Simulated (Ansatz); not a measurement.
**CH₅Ge+ (singlet): from Hartree-Fock to the top rungs, cc-pVDZ**

Aim: climb from Hartree-Fock through coupled cluster for CH₅Ge+ (singlet) at one geometry and basis, and see what each rung misses.

The runs use Ansatz 0.2.0, Gaussian basis; cc-pVDZ, core rule «outside noble gas», up to 15 orbitals frozen.

Plan: UHF; CCSD(T) on RHF; BCCD(T) on RHF; CISD; CCSDT(Q) on RHF.

4 further runs of the same task are left out: 4 set aside as unsound or not needed.

## Step 1: The geometry

The geometry is a PBE0/def2-TZVP stationary point (not a proven minimum) of the parent state, kept for this charge and spin. No spin-orbit coupling is included. The filled d shell of Ge may be among the frozen orbitals whatever the setting's name suggests; the logs give the count.

7 atoms, charge 1, spin multiplicity 1.

Atoms are counted from 1 here; the program's logs count them from 0.

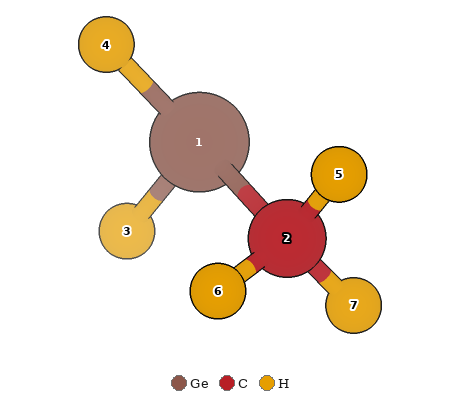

The geometry (germanium brown, carbon red, hydrogen amber); atoms are numbered from 1 in the order of the file.

In the tables R marks a restricted determinant and U an unrestricted one; energies count from the table's Hartree-Fock row.

## Step 2: UHF

in.yaml reads:

```yaml
crystal:
  periodic: [false, false, false]
  atoms:
    - {symbol: Ge, position_ang: [-0.030083, 0.000000, 0.327556]}
    - {symbol: C, position_ang: [0.055764, 0.000000, -1.630617]}
    - {symbol: H, position_ang: [0.636940, -1.262999, 0.919344]}
    - {symbol: H, position_ang: [0.636941, 1.262999, 0.919344]}
    - {symbol: H, position_ang: [-0.435069, 0.887264, -2.030634]}
    - {symbol: H, position_ang: [1.099792, 0.000000, -1.953064]}
    - {symbol: H, position_ang: [-0.435069, -0.887263, -2.030634]}
basis:
  gaussian: {orbitals: cc-pVDZ}
total_charge: 1
magnetization: {spin_polarized: true, initial_magnetization: 0}
hamiltonian: {xc: hf}
output: {orbitals: {seedname: orbitals}}
```

The run is started by

```bash
$ ansatz run in.yaml --threads 1 --pin off --events-out ev --progress --plain --max-ram 4096MiB --backend cpu
```

What it wrote:

```text
Functional definition: HF
  name "HF"
  cite "Fock, Z. Phys. 61, 126 (1930) doi:10.1007/BF01340294"
  parent pbe
  exchange = exact_x
  correlation = 0
673 factors; integrals over basis functions are off by at most 9.7e-4 eV
mean field evaluation 1: about -57569.8509 eV, gradient 2.6e1 eV
mean field evaluation 2: about -57569.8515 eV, gradient 2.6e1 eV
mean field evaluation 4: about -57573.6412 eV, gradient 1.5e0 eV
mean field evaluation 8: about -57573.6742 eV, gradient 7.1e-3 eV
mean field -57573.67415763 eV, -2115.7935004550 hartree, gradient 2.5e-5 eV, S^2 0.000000; 0 other end points of the search recorded, 0 dependent functions left out
reference -57573.67415763 eV, -2115.7935004550 hartree; 21, 21 occupied and 45, 45 virtual orbitals, 673 factors
Total energy: -57573.67415763 eV, -2115.7935004550 hartree
```

Run time: 0.97 s. Hardware: 1 thread of AMD EPYC 7R13, shared host.

From the report: ⟨S²⟩ of the determinant 0.000 (pure singlet: 0.00).

The unrestricted search falls back on the restricted solution.

## Step 3: CCSD(T) on RHF

in.yaml: that of step 2 with these lines changed.

```diff
@@ -13,4 +13,4 @@
 total_charge: 1
-magnetization: {spin_polarized: true, initial_magnetization: 0}
-hamiltonian: {xc: hf}
-output: {orbitals: {seedname: orbitals}}
+magnetization: {spin_polarized: false}
+correlation: {method: ccsd_t, electrons: outside_noble_gas}
+output: {forces: true}
```

The command is unchanged.

What it wrote, cut to the lines that bear on the results:

```text
Functional definition: HF
  name "HF"
  cite "Fock, Z. Phys. 61, 126 (1930) doi:10.1007/BF01340294"
  parent pbe
[...]
673 factors; integrals over basis functions are off by at most 9.7e-4 eV
[...]
mean field -57573.67415763 eV, -2115.7935004550 hartree, gradient 2.0e-6 eV, S^2 0.000000; 0 other end points of the search recorded, 0 dependent functions left out
15 core orbitals not correlated: weight in the atoms' cores, before any rotation towards them, 1.000 or more for the frozen orbitals, at most 0.000 for the correlated occupied ones
reference -57573.67415763 eV, -2115.7935004550 hartree; 6, 6 occupied and 45, 45 virtual orbitals, 673 factors
second order -6.16197775 eV of doubles, -0.00000000 eV of singles
cycle   1  -6.87624932 eV  change   -7.1e-1 eV  update   6.5e-2
[...]
cycle  11  -7.17694220 eV  change   -3.5e-6 eV  update   5.2e-6
perturbative correction -0.18569508 eV, -0.0068241682 hartree
[...]
Total energy: -57581.03679491 eV, -2116.0640723845 hartree
Atom 0 at    -0.030083     0.000000     0.327556 Å, force     3.151055    -0.000001    -1.192215 eV/Å
Atom 1 at     0.055764     0.000000    -1.630617 Å, force    -1.820557     0.000001     0.244475 eV/Å
Atom 2 at     0.636940    -1.262999     0.919344 Å, force    -0.905420    -0.228914     0.481614 eV/Å
Atom 3 at     0.636941     1.262999     0.919344 Å, force    -0.905420     0.228914     0.481614 eV/Å
Atom 4 at    -0.435069     0.887264    -2.030634 Å, force    -0.185791     0.433083    -0.254321 eV/Å
Atom 5 at     1.099792     0.000000    -1.953064 Å, force     0.851926    -0.000000     0.493153 eV/Å
Atom 6 at    -0.435069    -0.887263    -2.030634 Å, force    -0.185792    -0.433083    -0.254321 eV/Å
Dipole moment:    -0.154758     0.000000     0.046933 e Å
```

Run time: 3.1 s. Hardware: 1 thread of AMD EPYC 7R13, shared host.

From the report: correlation -7.3626 eV; T1 0.011; largest double amplitude 0.05.

## Step 4: BCCD(T) on RHF

in.yaml: that of step 3 with these lines changed.

```diff
@@ -14,3 +14,2 @@
 magnetization: {spin_polarized: false}
-correlation: {method: ccsd_t, electrons: outside_noble_gas}
-output: {forces: true}
+correlation: {method: bccd_t, electrons: outside_noble_gas}
```

Launched as before.

What it wrote, cut to the lines that bear on the results:

```text
Functional definition: HF
  name "HF"
  cite "Fock, Z. Phys. 61, 126 (1930) doi:10.1007/BF01340294"
  parent pbe
[...]
673 factors; integrals over basis functions are off by at most 9.7e-4 eV
[...]
mean field -57573.67415763 eV, -2115.7935004550 hartree, gradient 2.0e-6 eV, S^2 0.000000; 0 other end points of the search recorded, 0 dependent functions left out
15 core orbitals not correlated: weight in the atoms' cores, before any rotation towards them, 1.000 or more for the frozen orbitals, at most 0.000 for the correlated occupied ones
reference -57573.67415763 eV, -2115.7935004550 hartree; 6, 6 occupied and 45, 45 virtual orbitals, 673 factors
second order -6.16197775 eV of doubles, -0.00000000 eV of singles
cycle   1  -6.88566896 eV  change   -7.2e-1 eV  update   6.5e-2
[...]
cycle  10  -7.16883756 eV  change    3.4e-7 eV  update   1.5e-5
perturbative correction -0.19437325 eV, -0.0071430851 hartree
Total energy: -57581.03736844 eV, -2116.0640934611 hartree
```

Wall time 1.4 s (1 thread of AMD EPYC 7R13, shared host).

From the report: correlation -7.3632 eV; largest double amplitude 0.05.

## Step 5: CISD

in.yaml: that of step 4 with these lines changed.

```diff
@@ -13,3 +13,2 @@
 total_charge: 1
-magnetization: {spin_polarized: false}
-correlation: {method: bccd_t, electrons: outside_noble_gas}
+correlation: {active_space: {ras: {orbitals: [6, 0, 45], electrons: 12, max_holes: 2, max_particles: 2}, fixed_orbitals: true}}
```

Same command.

What it wrote:

```text
Functional definition: HF
  name "HF"
  cite "Fock, Z. Phys. 61, 126 (1930) doi:10.1007/BF01340294"
  parent pbe
  exchange = exact_x
  correlation = 0
673 factors; integrals over basis functions are off by at most 9.7e-4 eV
mean field evaluation 1: about -57569.8509 eV, gradient 3.7e1 eV
mean field evaluation 2: about -57569.8515 eV, gradient 3.7e1 eV
mean field evaluation 4: about -57573.6412 eV, gradient 2.2e0 eV
mean field evaluation 8: about -57573.6742 eV, gradient 8.6e-4 eV
mean field -57573.67415763 eV, -2115.7935004550 hartree, gradient 2.0e-6 eV, S^2 0.000000; 0 other end points of the search recorded, 0 dependent functions left out
reference -57573.67415763 eV, -2115.7935004550 hartree; 21, 21 occupied and 45, 45 virtual orbitals, 673 factors
state -57580.26341521 eV, -2116.0356512048 hartree
Total energy: -57580.26341521 eV, -2116.0356512048 hartree
```

Wall time 1.7 s (1 thread of AMD EPYC 7R13, shared host).

From the report: 51,797 determinants.

## Step 6: CCSDT(Q) on RHF

in.yaml: that of step 5 with these lines changed.

```diff
@@ -13,2 +13,3 @@
 total_charge: 1
-correlation: {active_space: {ras: {orbitals: [6, 0, 45], electrons: 12, max_holes: 2, max_particles: 2}, fixed_orbitals: true}}
+magnetization: {spin_polarized: false}
+correlation: {method: ccsdt_q, electrons: outside_noble_gas}
```

The run is started by

```bash
$ ansatz run in.yaml --threads 2 --pin off --events-out ev --progress --plain --max-ram 24576MiB --backend cuda --devices 0, --max-vram 18GiB
```

What it wrote, cut to the lines that bear on the results:

```text
Functional definition: HF
  name "HF"
  cite "Fock, Z. Phys. 61, 126 (1930) doi:10.1007/BF01340294"
  parent pbe
[...]
1310 factors; integrals over basis functions are off by at most 1.5e-7 eV
[...]
mean field -57573.67427853 eV, -2115.7935048979 hartree, gradient 3.4e-6 eV, S^2 0.000000; 0 other end points of the search recorded, 0 dependent functions left out
15 core orbitals not correlated: weight in the atoms' cores, before any rotation towards them, 1.000 or more for the frozen orbitals, at most 0.000 for the correlated occupied ones
reference -57573.67427853 eV, -2115.7935048979 hartree; 6, 6 occupied and 45, 45 virtual orbitals, 1310 factors
second order -6.16202469 eV of doubles, -0.00000000 eV of singles
cycle   1  -6.87624850 eV  change   -7.1e-1 eV  update   7.4e-2
[...]
cycle  16  -7.38663436 eV  change   -5.6e-9 eV  update   4.2e-7
perturbative correction -0.00934558 eV, -0.0003434436 hartree
Total energy: -57581.07025846 eV, -2116.0653021473 hartree
```

It took 3 s on 1 × H100 (card shared with other runs) with 2 threads of AMD EPYC 7R13, shared host; peak host memory 0.8 GiB.

From the report: correlation -7.3960 eV; T1 0.012; largest double amplitude 0.05.

## Step 7: The ladder

The yardstick is RCCSDT(Q), where the cluster series has nearly closed. Rows without a time come out of other runs: HF, MP2 and CCSD of CCSD(T), CCSDT of CCSDT(Q). The times of RCCSD(T) include forces.

Differences are taken before rounding.

| method | energy from the lowest RHF (kcal/mol) | from RCCSDT(Q) (kcal/mol) | time |
| --- | --- | --- | --- |
| RHF | 0.00 | +170.56 |  |
| RMP2 | -142.10 | +28.46 |  |
| CISD | -151.95 | +18.61 | 1.7 s |
| RCCSD | -165.50 | +5.05 |  |
| RCCSD(T) | -169.79 | +0.77 | 3.1 s |
| BCCD(T) | -169.80 | +0.76 | 1.4 s |
| RCCSDT | -170.34 | +0.22 |  |
| RCCSDT(Q) | -170.56 | 0 | 3 s (GPU) |

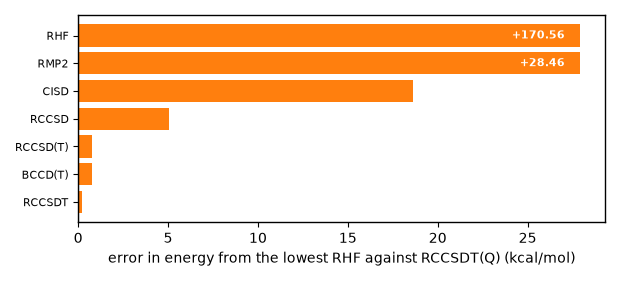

Deviations from RCCSDT(Q), method by method. Bars with a number in them are cut short.

Some runs used a GPU and others CPU threads alone; cost is compared among the CPU runs only.

## Step 8: What came out

```
                         quantity                      value
   RCCSDT(Q) below the RHF energy                 -7.3961 eV
              RMP2 from RCCSDT(Q)            +28.46 kcal/mol
             RCCSD from RCCSDT(Q)             +5.05 kcal/mol
          RCCSD(T) from RCCSDT(Q)             +0.77 kcal/mol
levels within 1 kcal/mol (43 meV)  RCCSD(T), BCCD(T), RCCSDT
                    T1 diagnostic                      0.011
```

**Reading.** RCCSD(T) misses by +0.77 kcal/mol, 0.5 % of the correlation energy. These misses are within one basis, not against nature.
